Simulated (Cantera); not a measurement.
Input: 1 mol CH3Cl, 0.77 mol HCl, equilibrated at 13.3 mbar.

Method: chemical equilibrium by Gibbs-energy minimisation in Cantera with the NASA 1993 tables (ideal gas, pure condensed phases). Candidate condensed phases: C, C6H6, C7H8, C8H18; 91 gas species. The tables' values for CCl are old estimates; treat these amounts as uncertain. The numbers say what is thermodynamically allowed, not how fast it happens.

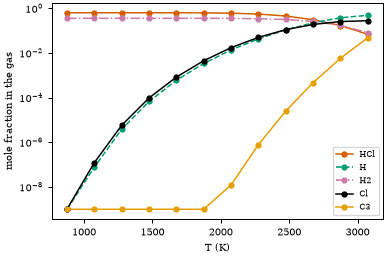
*Equilibrium gas composition (values under 1e-9 drawn at 1e-9)*

From 875 K to 2875 K the condensed part is C(graphite). At 3075 K nothing is condensed. The main C-bearing gas is CH4 at 875 K and C3 at 3075 K.
